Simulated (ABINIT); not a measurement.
# CaO (Fm-3m): G0W0 in ABINIT against the k mesh, part 2 of 2

Wanted: the cheapest k mesh that holds the gap of CaO (Fm-3m).

ABINIT 10.8.3; PBE and many-body steps on it, plane waves. Known limits of the many-body steps: not at the basis limit; coarse k mesh.

So far. Step 4 (Empty states on the mesh, 6×6×6 mesh, 32 bands): On this mesh the gap is 3.662 eV. Step 5 (Screening, 2×2×2 mesh, 28 bands, screening to 130.6 eV): Local fields lower ε∞ by 8 %. On a Γ-centred mesh this coarse the value itself is usually too large, while a short band sum pulls it down.

### Step 8. 4×4×4

The self-energy is evaluated for the states that the input lists, and the levels follow from it, in one-shot runs by the linearised quasiparticle equation.

This step: G0W0 on PBE, plane waves, norm-conserving pseudopotentials.

Input file run.abi:

```
acell 3*1.0 Angstrom
rprim 
  -0.000000000000 2.403555696000 2.403555696000
  2.403555696000 -0.000000000000 2.403555696000
  2.403555696000 2.403555696000 -0.000000000000
ntypat 2
znucl 20 8
natom 2
typat 1 2
xred 
  0.000000000000 0.000000000000 0.000000000000
  0.500000000000 0.500000000000 0.500000000000
pp_dirpath "pseudos"
pseudos "Ca.upf, O.upf"
ecut 36
ngkpt 4 4 4
nshiftk 1
shiftk 0 0 0
kptopt 1
chksymbreak 0
istwfk *1
occopt 1
irdwfk 1
optdriver 4
nband 28
gwcalctyp 0
ecutsigx 36
symsigma 1
nkptgw 2
kptgw 
  0.0000000000 0.0000000000 0.0000000000
  0.5000000000 0.5000000000 0.0000000000
bdgw 
  6 12
  7 10
ecuteps 4.8
irdscr 1
ppmodel 1
indata_prefix "in"
outdata_prefix "out"
tmpdata_prefix "tmp"
```

Command:

```bash
$ OMP_NUM_THREADS=1 mpirun -n 4 abinit run.abi > log
```

Numbers of over 12 decimals in the logs are rounded to 6 here.

Log:

```text
.Version 10.8.3 of ABINIT. v10.8.2 released Aug 2026.

 Symmetries : space group Fm -3 m (#225); Bravais cF (face-center cubic)
[... echo of the input left out ...]
== DATASET  1 ==================================================================
-   mpi_nproc: 4, omp_nthreads: 1 (-1 if OMP is not activated)

--- !DatasetInfo
iteration_state: {dtset: 1, }
dimensions: {natom: 2, nkpt: 8, mband: 28, nsppol: 1, nspinor: 1, nspden: 1, mpw: 1964, }
cutoff_energies: {ecut:  36.0, pawecutdg:  -1.0, }
electrons: {nelect:   1.60000000E+01, charge:   0.00000000E+00, occopt:   1.00000000E+00, tsmear:   1.00000000E-02, }

 SIGMA: Calculation of the GW corrections

 Based on a program developped by R.W. Godby, V. Olevano, G. Onida, and L. Reining.
 Incorporated in ABINIT by V. Olevano, G.-M. Rignanese, and M. Torrent.
.Using double precision arithmetic ; gwpc =  8

[... cell and pseudopotentials left out ...]
--------------------------------------------------------------------------------

 ==== K-mesh for the wavefunctions ====
 Number of points in the irreducible wedge :     8
[... list of points left out ...]
 Together with 48 symmetry operations and time-reversal symmetry
 yields    64 points in the full Brillouin Zone.

 ==== Q-mesh for screening function ====
 Number of points in the irreducible wedge :     8
[... list of points left out ...]
 Together with 48 symmetry operations and time-reversal symmetry
 yields    64 points in the full Brillouin Zone.

 vcoul_init : cutoff-mode = AUXILIARY_FUNCTION
 q-points for optical limit:   1
     1)      0.000010    0.000020    0.000030
 setmesh: FFT mesh size selected  =    36x   36x   36
          total number of points  =        46656

 Number of electrons calculated from density =   16.0000; Expected =   16.0000
[...]
number of omega for Sigma on real axis              0
 max omega for Sigma on real axis  [eV]           0.00
 zcut for avoiding poles [eV]                     0.10

 EPSILON^-1 parameters (SCR file):
 dimension of the eps^-1 matrix on file            113
 dimension of the eps^-1 matrix used               113
 number of plane-waves for wavefunctions          1917
 number of bands                                    28
 number of q-points in IBZ                           8
 number of frequencies                               2
 number of real frequencies                          1
 number of imag frequencies                          1

 matrix elements of self-energy operator (all in [eV])

 Perturbative Calculation

--- !SelfEnergy_ee
iteration_state: {dtset: 1, }
kpoint     : [   0.000,    0.000,    0.000, ]
spin       : 1
KS_gap     :    4.745
QP_gap     :    6.085
Delta_QP_KS:    1.341
data: !SigmaeeData |
     Band     E0 <VxcDFT>   SigX SigC(E0)      Z dSigC/dE  Sig(E)    E-E0       E
        6   5.095 -19.399 -24.614   4.769   0.791  -0.265 -19.752  -0.353   4.742
        7   5.095 -19.399 -24.614   4.769   0.791  -0.265 -19.752  -0.353   4.742
        8   5.095 -19.399 -24.614   4.769   0.791  -0.265 -19.752  -0.353   4.742
[...]
--- !SelfEnergy_ee
iteration_state: {dtset: 1, }
kpoint     : [   0.500,    0.500,    0.000, ]
spin       : 1
KS_gap     :    4.035
QP_gap     :    6.308
Delta_QP_KS:    2.272
data: !SigmaeeData |
     Band     E0 <VxcDFT>   SigX SigC(E0)      Z dSigC/dE  Sig(E)    E-E0       E
[...]
9   8.757 -11.435  -5.853  -3.487   0.853  -0.173  -9.648   1.787  10.544
       10  13.145 -16.134  -8.827  -3.833   0.836  -0.196 -13.230   2.904  16.050

== END DATASET(S) ==============================================================
================================================================================

 -outvars: echo values of variables after computation  --------
           etotal      0.0000000000E+00
            nband          28
             nkpt           8
          spgroup         225
 [... the other variables as echoed above ...]

 Calculation completed.
```

Wall time 2.7 s (4 MPI ranks of Arm Neoverse V2, shared host); peak memory 0.13 GiB.

Numbers from this step:

| Item | Value |
| --- | --- |
| G0W0 gap on the points computed | 5.802 eV |
| starting gap on the mesh | 3.662 eV |
| k of the valence top | 0, 0, 0 |
| k of the conduction bottom | 0.5, 0.5, 0 |
| Z at the valence top | 0.791 |
| Z at the conduction bottom | 0.853 |
| least direct G0W0 gap on the computed points | 6.085 eV |

The gap on the mesh goes from 3.66 eV to 5.80 eV, a correction of +2.14 eV.

### Step 9. Screening, 6×6×6 mesh, 28 bands, screening to 130.6 eV

This step: RPA screening on PBE, plane waves, norm-conserving pseudopotentials.

Edit run.abi of step 8 so:

```diff
@@ -15,3 +15,3 @@
 ecut 36
-ngkpt 4 4 4
+ngkpt 6 6 6
 nshiftk 1
@@ -23,17 +23,8 @@
 irdwfk 1
-optdriver 4
+optdriver 3
 nband 28
-gwcalctyp 0
-ecutsigx 36
-symsigma 1
-nkptgw 2
-kptgw 
-  0.0000000000 0.0000000000 0.0000000000
-  0.5000000000 0.5000000000 0.0000000000
-bdgw 
-  6 12
-  7 10
 ecuteps 4.8
-irdscr 1
-ppmodel 1
+inclvkb 2
+awtr 1
+symchi 1
 indata_prefix "in"
```

Log:

```text
.Version 10.8.3 of ABINIT. v10.8.2 released Aug 2026.

 Symmetries : space group Fm -3 m (#225); Bravais cF (face-center cubic)
[... echo of the input left out ...]
== DATASET  1 ==================================================================
-   mpi_nproc: 4, omp_nthreads: 1 (-1 if OMP is not activated)

--- !DatasetInfo
iteration_state: {dtset: 1, }
dimensions: {natom: 2, nkpt: 16, mband: 28, nsppol: 1, nspinor: 1, nspden: 1, mpw: 1964, }
cutoff_energies: {ecut:  36.0, pawecutdg:  -1.0, }
[...]
--------------------------------------------------------------------------------
[... chi0 elements left out ...]
 For q-point:  0.000010 0.000020 0.000030
  dielectric constant =   3.5539
  dielectric constant without local fields =   3.8928

  Average fulfillment of the sum rule on Im[epsilon] for q-point    1 :     34.09  [%]
[... wings left out ...]
  q-point number  2        q = ( 0.166667, 0.000000, 0.000000) [r.l.u.]
--------------------------------------------------------------------------------
[... chi0 elements left out ...]
  Average fulfillment of the sum rule on Im[epsilon] for q-point    2 :     63.11  [%]

 [... 14 further q-points ...]
```

Elapsed: 14 s, on 4 MPI ranks; peak memory 0.53 GiB.

Numbers from this step:

```
ε∞ with local fields, on this mesh, along the program's q direction : 3.554
the same without local fields                                       : 3.893
plasma frequency                                                    : 28.19 eV
plane waves in the screening matrix                                 : 113
```

### Step 10. 6×6×6

This step: G0W0 on PBE, plane waves, norm-conserving pseudopotentials.

Edit run.abi of step 9 so:

```diff
@@ -23,8 +23,17 @@
 irdwfk 1
-optdriver 3
+optdriver 4
 nband 28
+gwcalctyp 0
+ecutsigx 36
+symsigma 1
+nkptgw 2
+kptgw 
+  0.0000000000 0.0000000000 0.0000000000
+  0.5000000000 0.5000000000 0.0000000000
+bdgw 
+  6 12
+  7 10
 ecuteps 4.8
-inclvkb 2
-awtr 1
-symchi 1
+irdscr 1
+ppmodel 1
 indata_prefix "in"
```

Log:

```text
.Version 10.8.3 of ABINIT. v10.8.2 released Aug 2026.

 Symmetries : space group Fm -3 m (#225); Bravais cF (face-center cubic)
[... echo of the input left out ...]
== DATASET  1 ==================================================================
-   mpi_nproc: 4, omp_nthreads: 1 (-1 if OMP is not activated)

--- !DatasetInfo
iteration_state: {dtset: 1, }
dimensions: {natom: 2, nkpt: 16, mband: 28, nsppol: 1, nspinor: 1, nspden: 1, mpw: 1964, }
cutoff_energies: {ecut:  36.0, pawecutdg:  -1.0, }
[...]
Band     E0 <VxcDFT>   SigX SigC(E0)      Z dSigC/dE  Sig(E)    E-E0       E
[...]
9   8.757 -11.438  -5.908  -3.466   0.853  -0.172  -9.677   1.761  10.518
       10  13.145 -16.135  -8.848  -3.842   0.834  -0.199 -13.262   2.873  16.018

== END DATASET(S) ==============================================================
================================================================================

 -outvars: echo values of variables after computation  --------
           etotal      0.0000000000E+00
            nband          28
             nkpt          16
          spgroup         225
 [... the other variables as echoed above ...]

 Calculation completed.
```

Wall time 3.5 s (4 MPI ranks); peak memory 0.54 GiB; 13 s of CPU time.

This step gave:

```yaml
g0w0_gap_on_the_points_computed: 5.827 eV
starting_gap_on_the_mesh: 3.662 eV
k_of_the_valence_top: 0, 0, 0
k_of_the_conduction_bottom: 0.5, 0.5, 0
least_direct_g0w0_gap_on_the_computed_points: 6.106 eV
```

Against the run before, the gap moves by +0.025 eV.

### Step 11. The runs together

Times are wall times on 4 MPI ranks of Arm Neoverse V2, shared host, good to a factor of about two. A run's time includes the screening step that it read.

| run | mesh | bands | screening cutoff (eV) | DFT gap (eV) | gap on the mesh (eV) | direct (eV) | ε∞ used | time |
| --- | --- | --- | --- | --- | --- | --- | --- | --- |
| 2×2×2 | 2×2×2 | 28 | 130.6 | 3.662 | 5.397 | 5.715 | 5.34 | 4.3 s |
| 4×4×4 | 4×4×4 | 28 | 130.6 | 3.662 | 5.802 | 6.085 | 3.65 | 6.4 s |
| 6×6×6 | 6×6×6 | 28 | 130.6 | 3.662 | 5.827 | 6.106 | 3.55 | 17 s |

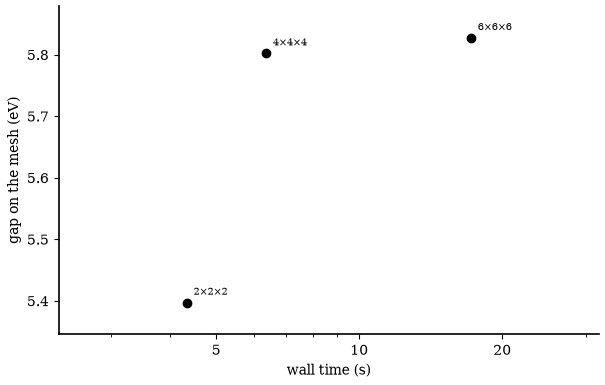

Result against wall time.

### Step 12. Results

```json
{
  "2×2×2": "5.397 eV",
  "4×4×4": "5.802 eV",
  "6×6×6": "5.827 eV",
  "known limits": "not at the basis limit; coarse k mesh"
}
```

**Reading.** The setting moved: k mesh. From 2×2×2 to 6×6×6 the gap moves by +0.43 eV, for 4.0 times the time. The last step still moves it by +0.025 eV. Bands and screening cutoff are coupled, so a series along one setting does not show full convergence. Bands and cutoff are finite, so the gap is not at the basis limit. The miss can reach some tenths of an eV and take either sign; the mesh is an error of its own. In the G0W0 runs levels were corrected at 2 k points alone, so a gap called «on the mesh» is the least over those, and an edge elsewhere would be missed. The 2×2×2 mesh is coarse for this cell, which bears on the long-range parts of exchange and screening.

[Paths, hosts, dates, memory and timing lines, banners, echoed tables and standing remarks are left out of the program output.]

[Logs are printed without paths, hosts, clocks, repeated set-up lines and the standing remarks that a program may print on its own settings, such as how far it seeks lower states.]

[Runs of the session that timed out or met a known fault of the program may be left out.]

[Hosts, paths, dates, database ids (printed as entryN), source tags and the programs' standing remarks are cut or masked in the printed files.]

[G0W0 gaps are taken among the corrected bands and points alone; a level outside them can change the order at an edge.]

[Where Ansatz stands beside ABINIT at settings called matched, ABINIT's density can come from a denser mesh and the files from another edition; pairs whose starting gaps differed by over 0.03 eV were left out, so agreement reads better than it is.]
